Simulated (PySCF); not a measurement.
Molecule (SMILES): CCl (CH3-Cl).
Geometry (B3LYP-D3(BJ)/def2-TZVP, fixed):
```
C
H 1 1.0858
H 1 1.0858 2 110.57
H 1 1.0858 2 110.57 3 -122.80
Cl 1 1.7944 2 108.35 3 118.60
```

Basis-set convergence of the lowest singlet excitation energy at PBE0 with PySCF. Tamm-Dancoff approximation; the state is taken by its order, and sets in which it differs in degeneracy or brightness are left out, yet its character can still change. All functions are spherical. Density fitting with generated auxiliary sets. In sets without p functions on hydrogen, species with hydrogen take exact integrals. No added dispersion term, no relativity. Reference: the value in aug-pcseg-2, 7.012 eV, itself unsure by roughly 0.013 eV (its distance from aug-cc-pV(T+d)Z). Deviations are taken from unrounded values. Cost is core time over that of 6-31G**, rough, on shared machines of one kind; a dash marks a row that isn't timed (too short, read off another run, short of memory, by another algorithm or on other hardware).

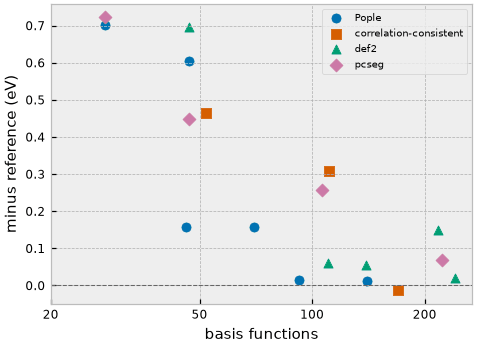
Fig. 1. Deviation from the reference against the number of basis functions, by family of sets.

```tsv
basis	functions	lowest singlet excitation energy (eV)	minus reference (eV)	cost
6-31G	28	7.714	0.702	-
pcseg-0	28	7.734	0.722	-
6-31+G*	46	7.170	0.158	-
6-31G**	47	7.617	0.605	1×
def2-SVP	47	7.709	0.697	0.8×
pcseg-1	47	7.461	0.449	0.8×
cc-pV(D+d)Z	52	7.477	0.465	0.9×
6-311+G**	70	7.169	0.157	1×
6-311++G(2d,2p)	92	7.027	0.015	2×
pcseg-2	106	7.269	0.257	3×
def2-TZVPD	110	7.073	0.061	4×
cc-pV(T+d)Z	111	7.320	0.308	3×
def2-TZVPPD	139	7.067	0.055	6×
6-311++G(3df,3pd)	140	7.023	0.011	5×
aug-cc-pV(T+d)Z	170	6.999	-0.013	7×
def2-QZVPP	217	7.162	0.150	10×
pcseg-3	223	7.080	0.068	20×
def2-QZVPPD	241	7.031	0.019	20×
```
